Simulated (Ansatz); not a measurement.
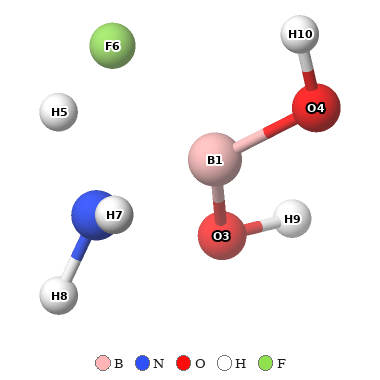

The system is the reacting system BFH5NO2 (fragments BFH₄NO₂ + H where the first distance is long, BFH₂O₂ + H₃N where the second is long); the picture shows the reference structure. The first coordinate is: distance N2–H5 (bond that forms); the second: distance B1–N2 (bond that breaks). Relaxed at each point: all other coordinates. The scan uses a 9 × 9 grid. Points are written as (first, second). Energies are in kJ/mol, from the lowest grid point. The reference is spin-restricted, so regions where a bond is pulled apart into radicals lie too high. Method: Ansatz 0.2.0, RKS BHLYP-D4/def2-SVP.

Its coordinates:

```json
{"atom": "B", "x (Å)": "-0.4860", "y (Å)": "0.0912", "z (Å)": "-0.1298"}
{"atom": "N", "x (Å)": "1.3005", "y (Å)": "-0.1557", "z (Å)": "-0.1091"}
{"atom": "O", "x (Å)": "-0.9925", "y (Å)": "-0.5268", "z (Å)": "-1.2237"}
{"atom": "O", "x (Å)": "-0.9652", "y (Å)": "1.2847", "z (Å)": "0.3195"}
{"atom": "H", "x (Å)": "0.7378", "y (Å)": "-0.8810", "z (Å)": "0.8610"}
{"atom": "F", "x (Å)": "-0.4200", "y (Å)": "-0.9520", "z (Å)": "1.1948"}
{"atom": "H", "x (Å)": "1.8758", "y (Å)": "0.6364", "z (Å)": "0.1328"}
{"atom": "H", "x (Å)": "1.6555", "y (Å)": "-0.6374", "z (Å)": "-0.9213"}
{"atom": "H", "x (Å)": "-1.9090", "y (Å)": "-0.3049", "z (Å)": "-1.3671"}
{"atom": "H", "x (Å)": "-0.7969", "y (Å)": "1.4455", "z (Å)": "1.2428"}
```

Range: distance N2–H5 (bond that forms) from 0.918 to 2.718 Å; distance B1–N2 (bond that breaks) from 1.395 to 2.595 Å.

Predict the map.

Answer. The lowest grid point is at (1.052 Å, 1.747 Å). No other kind of well shows on this grid. The highest grid point, (2.718 Å, 1.395 Å), lies 708 kJ/mol above the lowest.

| second ↓, first → | 0.918 | 1.052 | 1.236 | 1.446 | 1.675 | 1.918 | 2.174 | 2.441 | 2.718 |
| --- | --- | --- | --- | --- | --- | --- | --- | --- | --- |
| 2.595 | 35 | 15 | 84 | 199 | 322 | 433 | 528 | 607 | 672 |
| 2.411 | 34 | 14 | 82 | 198 | 321 | 433 | 529 | 608 | 672 |
| 2.233 | 33 | 13 | 81 | 198 | 322 | 434 | 530 | 609 | 673 |
| 2.062 | 31 | 11 | 80 | 197 | 322 | 435 | 531 | 610 | 673 |
| 1.900 | 27 | 6 | 75 | 193 | 319 | 433 | 529 | 608 | 670 |
| 1.747 | 21 | 0 | 69 | 188 | 315 | 430 | 526 | 603 | 665 |
| 1.607 | 23 | 2 | 71 | 190 | 317 | 432 | 527 | 603 | 663 |
| 1.484 | 46 | 24 | 93 | 211 | 338 | 451 | 545 | 619 | 677 |
| 1.395 | 89 | 66 | 134 | 251 | 377 | 489 | 579 | 651 | 708 |

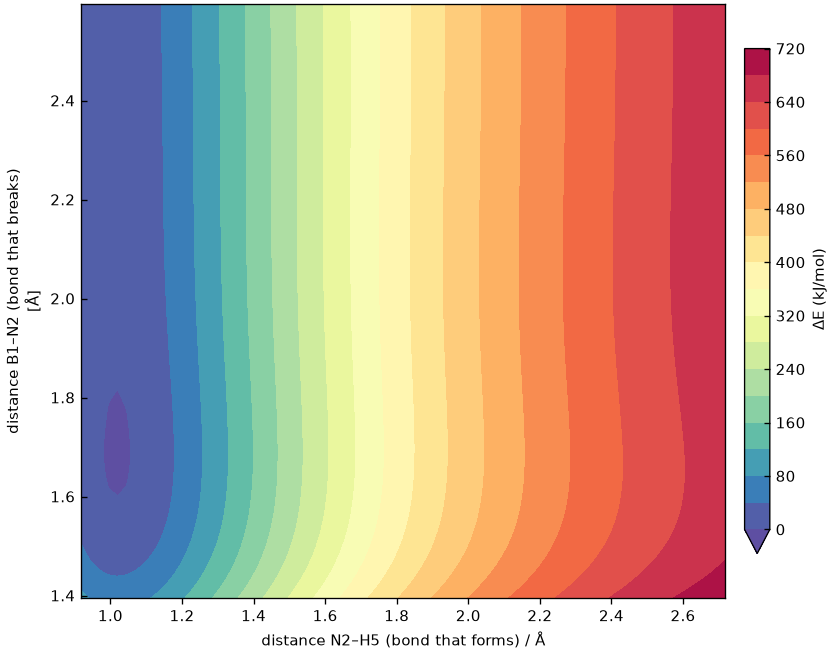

Drawn: filled contours. Between grid points the surface is interpolated.

Each point was launched as `ansatz run input.yaml --threads 1 --pin off --max-ram 2560MiB --backend cpu --events-out ev --progress --plain --runs-dir out`. Time for the 81 points that were run: 40 min on 1 thread of Arm Neoverse V1 (shared host).
